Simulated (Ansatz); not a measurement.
Take GaCuSe₂ in the chalcopyrite structure (space group I-42d, No. 122; a = 5.5700 Å, c = 11.0748 Å) as the base.

Perturbation: cell and atoms relaxed at a pressure of 15 GPa.

Calculations: PBEsol (Ansatz, a quantum-chemistry and plane-wave program, PAW, no spin-orbit coupling).

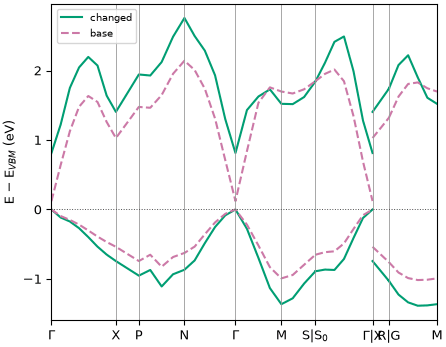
Fig. 1. Highest valence and lowest conduction band along the path, each from its own valence-band maximum

The gap is 0.81 eV, direct at Γ; the base has 0.12 eV.

Load acts through the strain it causes; cell and atoms are relaxed under it. Whether these cells are dynamically stable was not tested. No other phases were tried under pressure. The final runs are not spin-polarised. The zero or small gap of GaCuSe2 can change with the level of theory.
